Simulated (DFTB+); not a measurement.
CH$_{6}$N$_{3}$ (charge +1): polarizability calculation

The run: polarizability calculation of CH$_{6}$N$_{3}$, charge +1. Method and program: DFTB2, R-SCC (DFTB+ 25.1).

The geometry comes from this level: PBE0-D4/def2-TZVP.

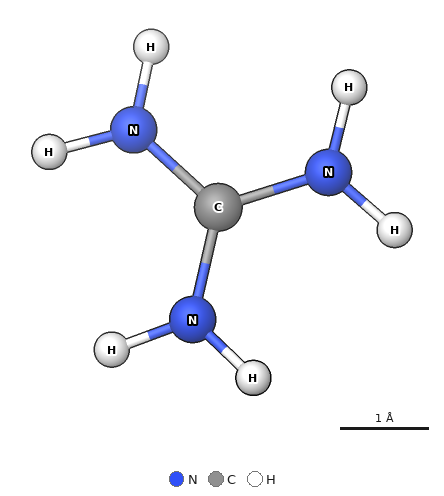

Fig. 1: The structure as given in the input (ball-and-stick view, seen at a tilt).

Input file (dftb_in.hsd)
```
# DFTB2 finite-field polarizability
Geometry = xyzFormat {
  <<< "mol.xyz"
}

Hamiltonian = DFTB {
  SCC = Yes
  SlaterKosterFiles = Type2FileNames {
    Prefix = "slakos/"
    Separator = ""
    Suffix = ".spl"
    LowerCaseTypeName = Yes
  }
  MaxAngularMomentum = {
    N = "p"
    C = "p"
    H = "s"
  }
  Charge = 1
  SCCTolerance = 1e-09
  Filling = Fermi {
    Temperature [Kelvin] = 300
  }
}

Analysis = {
  Polarisability = {
    Static = Yes
  }
}

Options = {
  WriteResultsTag = Yes
}

InputVersion = 25.1
```

File mol.xyz
```
10

N     -1.113600     0.512200    -0.506900
C      0.000000     0.000000     0.000000
N      0.511300    -1.112000    -0.511300
N      0.602500     0.600000     1.018100
H     -1.667900     0.001700    -1.172900
H     -1.437300     1.426200    -0.240300
H      1.262100    -1.600600    -0.054200
H      0.163400    -1.500200    -1.371300
H      1.520100     0.321200     1.320500
H      0.159600     1.351600     1.518300
```

Machine: 1 thread of AMD EPYC (Zen 5), 24 GiB of memory available, shared host.

Launch command:
```bash
dftb+ > run.log
```

Log
```
|  DFTB+ development version (commit: a23bfb2)

Reading input file 'dftb_in.hsd'
Parser version: 14

--------------------------------------------------------------------------------
Reading SK-files:
./slakos/nn.spl
./slakos/nc.spl
./slakos/nh.spl
./slakos/cc.spl
./slakos/ch.spl
./slakos/hh.spl
Done.

Processed input in HSD format written to 'dftb_pin.hsd'

Starting initialization...
--------------------------------------------------------------------------------
WARNING!
-> Dipole printed for a charged system : origin dependent quantity
OpenMP threads:              1
Chosen random seed:          1686353278
Current stacksize:           unlimited
Mode:                        Static calculation
Self consistent charges:     Yes
SCC-tolerance:                 0.100000E-08
Max. scc iterations:                    100
Shell resolved Hubbard:      No
Spin polarisation:           No
Nr. of up electrons:            12.000000
Nr. of down electrons:          12.000000
Periodic boundaries:         No
Electronic solver:           Relatively robust
Mixer:                       Broyden mixer
Mixing parameter:                  0.200000
Nr. of chrg. vec. in memory:            100
Max. SCC-cycles:                        100
Electronic temperature:              0.950045E-03 H      0.258520E-01 eV
Initial charges:             Set automatically (system chrg:   0.100E+01)
Included shells:             N:  s, p
                             C:  s, p
                             H:  s
Extra options:
                             Mulliken analysis

--------------------------------------------------------------------------------

***  Geometry step: 0

 iSCC Total electronic   Diff electronic      SCC error
    1   -0.11578044E+02    0.00000000E+00    0.62739001E+00
    2   -0.11585142E+02   -0.11578044E+02    0.46365628E+00
    3   -0.11592822E+02   -0.70978090E-02    0.55993529E-01
    4   -0.11592917E+02   -0.76795609E-02    0.77849134E-02
    5   -0.11592918E+02   -0.95663398E-04    0.29074295E-04
    6   -0.11592918E+02   -0.68814411E-06    0.28050803E-05
    7   -0.11592918E+02   -0.37573500E-10    0.41140617E-06
    8   -0.11592918E+02   -0.49027449E-12    0.26999141E-06
    9   -0.11592918E+02   -0.10658141E-13    0.12720415E-07
   10   -0.11592918E+02    0.00000000E+00    0.27565372E-09

Total Energy:                      -10.8610491531 H         -295.5442 eV
Extrapolated to 0K:                -10.8610491531 H         -295.5442 eV
Total Mermin free energy:          -10.8610491531 H         -295.5442 eV
Force related energy:              -10.8610491531 H         -295.5442 eV

 Perturbation calculation with respect to applied electric field

 Non-metallic system
 Polarisabilty for field along x
 Static response calculation
 SCC Iter  Error
 1         0.484982162560E+01
 2         0.745847403041E+01
 3         0.434727857593E+01
 4         0.204774908961E+00
 5         0.510553423049E-01
 6         0.507659896494E-02
 7         0.569905840486E-03
 8         0.160713550588E-04
 9         0.342651688889E-05
 Polarisabilty for field along y
 Static response calculation
 SCC Iter  Error
 1         0.484176927766E+01
 2         0.744603705152E+01
 3         0.434012196927E+01
 4         0.201174069979E+00
 5         0.497005348601E-01
 6         0.525490958321E-02
 7         0.586372726065E-03
 8         0.196755531833E-04
 9         0.495352945573E-05
 Polarisabilty for field along z
 Static response calculation
 SCC Iter  Error
 1         0.443334457957E+01
 2         0.681744596820E+01
 3         0.397380665183E+01
 4         0.189761611287E+00
 5         0.469846984889E-01
 6         0.491165222307E-02
 7         0.507691213443E-03
 8         0.187938397522E-04
 9         0.406153941990E-05

 Electric field polarisability (a.u.)

 Static polarisability:
  0.215473160621E+02 -0.873914395267E+01  0.102971130537E+02
 -0.873914385949E+01  0.214804738545E+02  0.103378232107E+02
  0.102971038204E+02  0.103378252421E+02  0.180724773822E+02

--------------------------------------------------------------------------------
--------------------------------------------------------------------------------
--------------------------------------------------------------------------------
Missing                                +       0.00 (100.0%)       0.01 (100.0%)
Total                                  =       0.00 (100.0%)       0.01 (100.0%)
--------------------------------------------------------------------------------
```

File detailed.out
```
Fermi distribution function

Calculation with static geometry

********************************************************************************
 iSCC Total electronic   Diff electronic      SCC error
   10   -0.11592918E+02    0.00000000E+00    0.27565372E-09
********************************************************************************

 Total charge:     1.00000000

 Atomic gross charges (e)
 Atom           Charge
    1      -0.27850488
    2       0.42964989
    3      -0.27855014
    4      -0.27858473
    5       0.23432694
    6       0.23433835
    7       0.23433653
    8       0.23432901
    9       0.23433638
   10       0.23432264

Nr. of electrons (up):     24.00000000
Atom populations (up)
 Atom       Population
    1       5.27850488
    2       3.57035011
    3       5.27855014
    4       5.27858473
    5       0.76567306
    6       0.76566165
    7       0.76566347
    8       0.76567099
    9       0.76566362
   10       0.76567736

l-shell populations (up)
 Atom Sh.   l       Population
    1   1   0       1.37062249
    1   2   1       3.90788239
    2   1   0       1.05306871
    2   2   1       2.51728140
    3   1   0       1.37061555
    3   2   1       3.90793459
    4   1   0       1.37060683
    4   2   1       3.90797790
    5   1   0       0.76567306
    6   1   0       0.76566165
    7   1   0       0.76566347
    8   1   0       0.76567099
    9   1   0       0.76566362
   10   1   0       0.76567736

Orbital populations (up)
 Atom Sh.   l   m       Population  Label
    1   1   0   0       1.37062249  s
    1   2   1  -1       1.21074461  p_y
    1   2   1   0       1.45271318  p_z
    1   2   1   1       1.24442459  p_x
    2   1   0   0       1.05306871  s
    2   2   1  -1       0.83864796  p_y
    2   2   1   0       0.84001177  p_z
    2   2   1   1       0.83862167  p_x
    3   1   0   0       1.37061555  s
    3   2   1  -1       1.25478184  p_y
    3   2   1   0       1.26920275  p_z
    3   2   1   1       1.38395000  p_x
    4   1   0   0       1.37060683  s
    4   2   1  -1       1.37594029  p_y
    4   2   1   0       1.32308119  p_z
    4   2   1   1       1.20895641  p_x
    5   1   0   0       0.76567306  s
    6   1   0   0       0.76566165  s
    7   1   0   0       0.76566347  s
    8   1   0   0       0.76567099  s
    9   1   0   0       0.76566362  s
   10   1   0   0       0.76567736  s

Fermi level:                        -0.3549930103 H           -9.6599 eV
Band energy:                       -17.2604873104 H         -469.6818 eV
TS:                                  0.0000000000 H            0.0000 eV
Band free energy (E-TS):           -17.2604873104 H         -469.6818 eV
Extrapolated E(0K):                -17.2604873104 H         -469.6818 eV
Input / Output electrons (q):     24.0000000000     24.0000000000

Energy H0:                         -11.7085908132 H         -318.6070 eV
Energy SCC:                          0.1156727113 H            3.1476 eV
Total Electronic energy:           -11.5929181019 H         -315.4594 eV
Repulsive energy:                    0.7318689488 H           19.9152 eV
Total energy:                      -10.8610491531 H         -295.5442 eV
Extrapolated to 0:                 -10.8610491531 H         -295.5442 eV
Total Mermin free energy:          -10.8610491531 H         -295.5442 eV
Force related energy:              -10.8610491531 H         -295.5442 eV

Non-constrained calculation

SCC converged

Warning: dipole moment is not defined absolutely!
Dipole moment:   -0.00022155   -0.00015436   -0.00001329 au
Dipole moment:   -0.00056313   -0.00039234   -0.00003379 Debye

Atomic charge derivatives (a.u.), d q / d E_x:
   1   0.137200466883E+01
   2   0.375528644963E-03
   3  -0.630285178659E+00
   4  -0.742977730687E+00
   5   0.157160822389E+01
   6   0.107220425546E+01
   7  -0.160373248429E+01
   8   0.390313939555E+00
   9  -0.202408537186E+01
  10   0.594574149108E+00

Atomic charge derivatives (a.u.), d q / d E_y:
   1  -0.631826644807E+00
   2   0.582008665155E-03
   3   0.136965996812E+01
   4  -0.739653957549E+00
   5   0.761849075958E+00
   6  -0.197700243635E+01
   7   0.144788306703E+01
   8   0.119232164476E+01
   9   0.220854634082E+00
  10  -0.164466735991E+01

Atomic charge derivatives (a.u.), d q / d E_z:
   1   0.625019410786E+00
   2  -0.441259898770E-03
   3   0.630159835435E+00
   4  -0.125424951029E+01
   5   0.143669308484E+01
   6  -0.233809589208E+00
   7  -0.668213060348E+00
   8   0.188151381872E+01
   9  -0.983217687283E+00
  10  -0.143345504275E+01

 Electric field polarisability (a.u.)

 Static polarisability:
  0.215473160621E+02 -0.873914395267E+01  0.102971130537E+02
 -0.873914385949E+01  0.214804738545E+02  0.103378232107E+02
  0.102971038204E+02  0.103378252421E+02  0.180724773822E+02
```

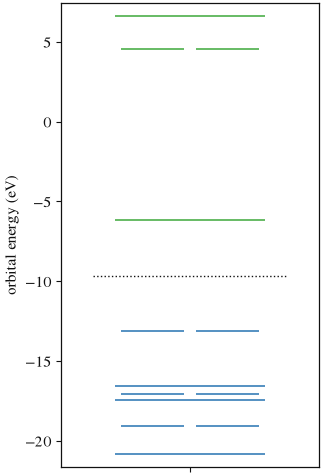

Fig. 2: Orbital energies near the frontier; the dotted line parts filled from empty levels, and levels within 0.02 eV of each other stand side by side. Highest filled −13.15 eV, lowest empty −6.17 eV, 6.98 eV apart.

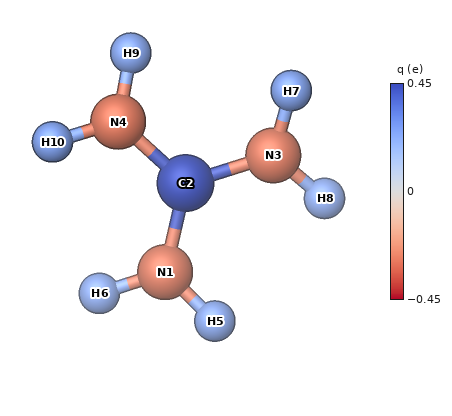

Fig. 3: Mulliken charges, as the colour of each atom (ball-and-stick view, seen on its broad side; atoms are numbered from 1 in the order of the input). By element: N −0.28, C +0.43 and H +0.23 e.

Key numbers

```csv
quantity,value
outcome,converged
total energy,−10.861049 hartree
basis functions,22
HOMO,−13.15 eV
LUMO,−6.17 eV
peak memory,0.071 GiB
```
